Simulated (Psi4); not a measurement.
# CuH2ClO (SMILES [OH2+][Cu-][Cl]): B3LYP/6-31G(d) (Cartesian functions)

What is the vertical singlet–triplet gap of CuH2ClO at B3LYP/6-31G* (Cartesian functions)? 

The results are computed with Psi4 1.11.

2 further runs of the same task are left out: 1 that didn't finish, 1 set aside as unsound or not needed.

## 1. The system as given

CuH2ClO: 5 atoms, total charge 0, spin state singlet. SMILES: `[OH2+][Cu-][Cl]`. The coordinates come from a PBE0-D4/def2-TZVP relaxation. This is one conformer, not always the lowest.

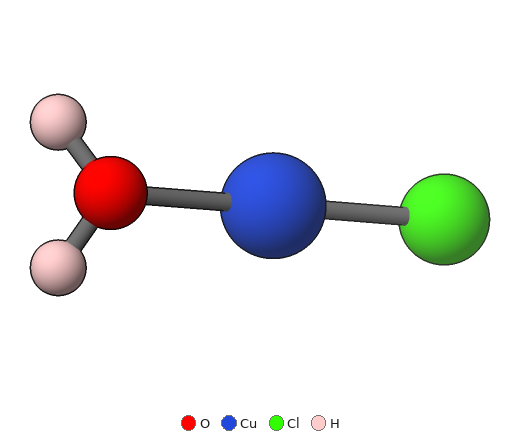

The structure, seen from a chosen angle (oxygen red, copper blue, chlorine green, hydrogen pink).

## 2. The energy at B3LYP/6-31G(d) (Cartesian functions)

run.py reads:

```python
import psi4

psi4.set_memory('1600 MB')
psi4.set_num_threads(1)
psi4.core.set_output_file('psi4.out', False)

mol = psi4.geometry("""
O     -1.23077862     1.35474466    -0.67463223
Cu     1.34850856    -0.80086593     0.86568354
Cl     4.06404500    -3.11653632     2.47535225
H     -2.94835070     0.92426505    -0.25964837
H     -1.13893794     1.49911973    -2.48517883
units bohr
symmetry c1
""")

psi4.set_options({
    'basis': '6-31G*',
    'reference': 'rks',
    'puream': False,
    'e_convergence': 1e-09,
    'd_convergence': 1e-08,
    'scf_type': 'pk',
    'dft_radial_points': 99,
    'dft_spherical_points': 590,
})

energy_value, wavefunction = psi4.energy('b3lyp', return_wfn=True)
print(f'total energy {energy_value:.8f} hartree = {energy_value * 27.211386:.5f} eV')
```

Launch:

```sh
python run.py
```

psi4.out (excerpt; [...] marks lines left out):

```text
[...]
  Running in c1 symmetry.
[...]
  Nuclear repulsion =  231.825758639987242
[...]
  Multiplicity = 1
[...]
  Nalpha       = 28
  Nbeta        = 28
[...]
    Number of basis functions: 77
[...]
   @RKS iter   1: -2173.79863712889210    8.46297e-01   4.79160e-02 ADIIS/DIIS
[...]
   @RKS iter  14: -2176.93231123549140   -7.73070e-12   5.65264e-09 DIIS
[...]
    Orbital Energies [Eh]
    ---------------------
    Doubly Occupied:
       1A   -322.963225     2A   -101.464044     3A    -38.783884
       4A    -34.000270     5A    -33.988591     6A    -33.987713
       7A    -19.264555     8A     -9.381719     9A     -7.141562
      10A     -7.137857    11A     -7.137764    12A     -4.249144
      13A     -2.760427    14A     -2.735469    15A     -2.733863
      16A     -1.121448    17A     -0.734263    18A     -0.640856
      19A     -0.522790    20A     -0.428344    21A     -0.313580
      22A     -0.277049    23A     -0.276278    24A     -0.208425
      25A     -0.206811    26A     -0.204743    27A     -0.203757
      28A     -0.203455
[...]
  @RKS Final Energy: -2176.93231123549140
   => Energetics <=
    Nuclear Repulsion Energy =            231.8257586399872423
    One-Electron Energy =               -3491.6364693893729054
    Two-Electron Energy =                1167.3881892634797168
    DFT Exchange-Correlation Energy =     -84.5097897495855790
    Empirical Dispersion Energy =           0.0000000000000000
    VV10 Nonlocal Energy =                  0.0000000000000000
    Total Energy =                      -2176.9323112354918521
[...]
 Multipole Moments:
 ------------------------------------------------------------------------------------
     Multipole            Electronic (a.u.)      Nuclear  (a.u.)        Total (a.u.)
 ------------------------------------------------------------------------------------
 L = 1.  Multiply by 2.5417464519 to convert [e a0] to [Debye]
 Dipole X            :          1.4638342           -3.8973648           -2.4335307
 Dipole Y            :         -0.9364390            2.4084058            1.4719669
 Dipole Z            :          0.9483102           -2.5466230           -1.5983128
 Magnitude           :                                                    3.2624166
[...]
```

Standard output:

```text
total energy -2176.93231124 hartree = -59237.34542 eV
```

Wall time 8.1 s (1 thread of Intel Xeon 6975P-C (Granite Rapids), shared host); peak memory 0.75 GiB.

## 3. The triplet: energy and forces at UB3LYP/6-31G(d) (Cartesian functions)

input.inp reads:

```
memory 1600 mb

molecule {
  0 3
  O     -0.651300     0.716900    -0.357000
  Cu     0.713600    -0.423800     0.458100
  Cl     2.150600    -1.649200     1.309900
  H     -1.560200     0.489100    -0.137400
  H     -0.602700     0.793300    -1.315100
  symmetry c1
}

set globals {
  basis 6-31G*
  reference uks
  puream false
  e_convergence 1e-09
  d_convergence 1e-08
  scf_type pk
  dft_radial_points 99
  dft_spherical_points 590
  maxiter 200
}

gradient('b3lyp')
```

Launch:

```sh
psi4 input.inp input.out -n 1
```

input.out (excerpt; [...] marks lines left out):

```text
[...]
  Running in c1 symmetry.
[...]
  Nuclear repulsion =  231.825758358598478
[...]
  Multiplicity = 3
[...]
  Nalpha       = 29
  Nbeta        = 27
[...]
    Number of basis functions: 77
[...]
   @UKS iter   1: -2173.25197780265262    1.39296e+00   4.91986e-02 DIIS/ADIIS
[...]
   @UKS iter  41: -2176.82864087216603   -8.18545e-12   7.30033e-09 DIIS
[...]
   @S^2 Observed:                2.001435100E+00
[...]
  @UKS Final Energy: -2176.82864087216603
   => Energetics <=
    Nuclear Repulsion Energy =            231.8257583585984776
    One-Electron Energy =               -3486.1005271927897411
    Two-Electron Energy =                1161.8221106405674163
    DFT Exchange-Correlation Energy =     -84.3759826785415896
    Empirical Dispersion Energy =           0.0000000000000000
    VV10 Nonlocal Energy =                  0.0000000000000000
    Total Energy =                      -2176.8286408721660337
[...]
 Multipole Moments:
 ------------------------------------------------------------------------------------
     Multipole            Electronic (a.u.)      Nuclear  (a.u.)        Total (a.u.)
 ------------------------------------------------------------------------------------
 L = 1.  Multiply by 2.5417464519 to convert [e a0] to [Debye]
 Dipole X            :          2.5779842           -3.8973649           -1.3193807
 Dipole Y            :         -1.5630182            2.4084058            0.8453877
 Dipole Z            :          1.6922320           -2.5466230           -0.8543910
 Magnitude           :                                                    1.7847772
[...]
  -Total Gradient:
     Atom            X                  Y                   Z
    ------   -----------------  -----------------  -----------------
       1       -0.015377825945    -0.009601813666    -0.015014561143
       2        0.002936443945    -0.004684180847     0.001176437445
       3       -0.013120807396     0.011846995735    -0.007606993663
       4        0.027093784292     0.005763846478    -0.006894086945
       5       -0.001528633941    -0.003331179909     0.028339974047
[...]
```

It took 32 s on 1 thread of Intel Xeon 6975P-C (Granite Rapids), shared host; peak memory 0.75 GiB.

## 4. Results

Level: B3LYP/6-31G* (Cartesian functions).

| quantity | value |
| --- | --- |
| singlet: total energy | -2176.93231 Eh |
| singlet: dipole moment | 8.29 D |
| singlet: HOMO energy | -5.54 eV |
| singlet: LUMO energy | -1.32 eV |
| singlet: HOMO–LUMO gap | 4.21 eV |
| triplet: total energy | -2176.82864 Eh |
| triplet: dipole moment | 4.54 D |
| triplet: HOMO energy (highest over α and β) | -3.36 eV |
| triplet: ⟨S²⟩ | 2.001 |
| triplet: largest force on an atom | 1.469 eV/Å |
| vertical energy of the triplet above the singlet | 2.821 eV |

In words: At this shape the triplet lies 2.82 eV (65 kcal/mol) above the singlet.
